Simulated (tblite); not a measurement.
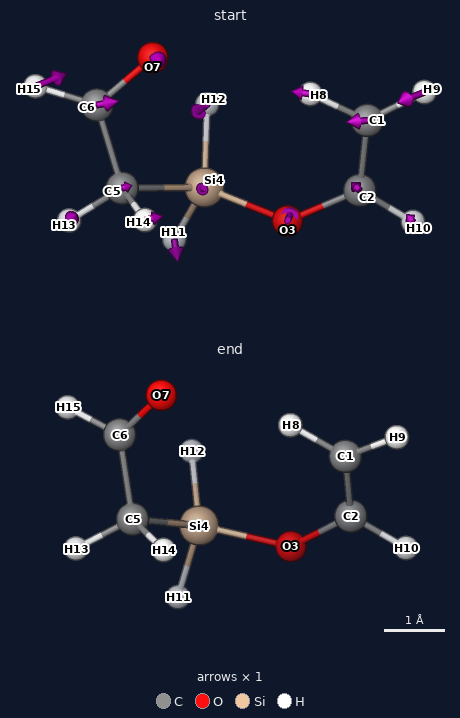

The structure of C4H8O2Si before (top) and after (bottom) a relaxation, at one scale. The purple arrows give the displacements, at their true length.

A ball-and-stick model, seen from a free direction.

All numbers below come from GFN2-xTB geometry optimisation, gas phase in tblite. 

Describe what moved and what it gained.

Over 110 geometry steps the energy falls by 16.8 kcal/mol. The atom that moves furthest after the best rigid fit is H15 (0.69 Å). Largest moves by element: H 0.69 Å, O 0.68 Å, C 0.41 Å, Si 0.25 Å. Some distances before and after: O3–Si4 1.694 → 1.615 Å, C6–O7 1.246 → 1.205 Å, Si4–C5 1.895 → 1.935 Å, C5–H13 1.124 → 1.086 Å. Among the angles between lasting bonds that change: O3–Si4–H11 115.1° → 99.3°, C5–C6–O7 114.7° → 125.8°, C5–C6–H15 123.0° → 113.9°. Groups turn about O3–Si4 by about 65°, C2–O3 by about 50°, C5–C6 by about 45°.
